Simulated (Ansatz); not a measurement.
The starting structures come from a database of crystals and need not be the phases stable at ambient conditions.

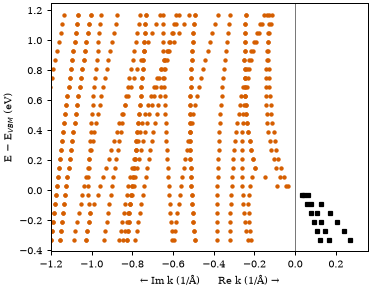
Figure. Complex bands at the centre of the two-dimensional zone; PBEsol in Ansatz (a first-principles code)

The gap is the functional's own, uncorrected, and κ follows it; spin-orbit coupling is left out. Mid-gap values are interpolated between the computed energies.

Q: This is Ca$_{4}$Sb$_{2}$O (I4/mmm, not sure to be the ambient phase, 7 atoms a cell, 25.7 Å³ an atom, -2 GPa at this level) along the normal of (110). Read off the slowest decay at the centre of the two-dimensional zone at 0.45 eV, the computed energy nearest the middle of the gap.

A: κ ≈ 0.11 1/Å, a decay length 1/(2κ) of the density of 4.5 Å.
